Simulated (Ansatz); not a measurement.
## Pb (fcc, Cu type): frozen-phonon scan

Starting cell, Pb (fcc, Cu type):

```yaml
crystal:
  lattice:
    - [0.00000, 5.03412, 5.03412]
    - [2.51706, 2.51706, 5.03412]
    - [2.51706, 2.51706, 0.00000]
  atoms:
    - { symbol: Pb, position: [0.00000, 0.00000, 0.00000] }
    - { symbol: Pb, position: [0.50000, 0.00000, 0.00000] }
```

A phonon eigenvector at X = (0.5, 0.5, 0.0) is frozen into this cell: atom i moves by Q times the vector below, so Q is the largest atomic displacement, in Å. The cell is held. (q is in reciprocal vectors of the primitive cell; the cell shown is doubled to hold the pattern.)

| atom | x | y | z |
|---|---|---|---|
| Pb1 | 0.000 | 0.000 | -1.000 |
| Pb2 | 0.000 | 0.000 | 1.000 |

These are PBE (plane waves to 420 eV, PAW, scalar-relativistic; Ansatz, a program for electronic structure) values and carry that method's errors. k mesh 16×16×16 (Γ-centred), Fermi-Dirac smearing 0.05 eV. E stands for the smeared free energy. With partly filled bands, energies and forces of such displacements shift with the k mesh and the smearing. Pb was relaxed with its symmetry unable to fall. Spin-orbit coupling is left out, though Pb is heavy. The PAW data are Ansatz's earlier set. The relaxed volume of Pb is well above the measured one; the method has no dispersion term. ΔE is measured from the undisplaced structure.

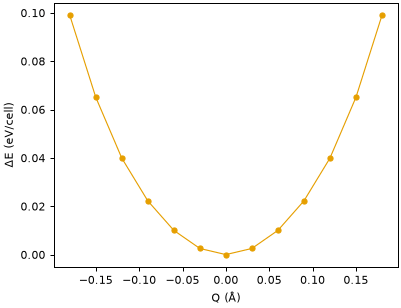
Figure. ΔE (eV/cell) against Q (Å); one marker a computed point.

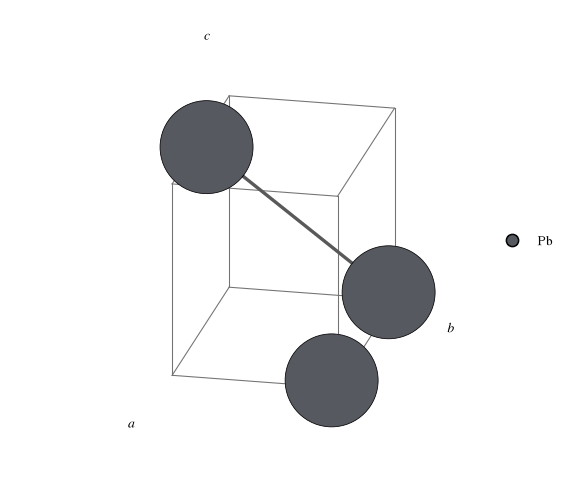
*The cell of the calculation at Q = 0.180 Å.*

The energy at Q = 0.180 Å is 99 meV/cell. Wavenumber by perturbation theory (DFPT, on another k mesh): 60 cm⁻¹. Symmetry of the curve: even: the same for both signs. Shape of the curve: a single well with its minimum at or next to zero displacement. Harmonic wavenumber from the curvature (finite differences): 61 cm⁻¹.

E″ = 5.64 eV/Å², M = Σ mᵢ|uᵢ|² = 414.4 u, ν̃ = 521.5·√(|E″|/M).

(For displaced atoms, the force is minus the slope of the energy, and its curvature is a force constant, which sets phonon frequencies.)
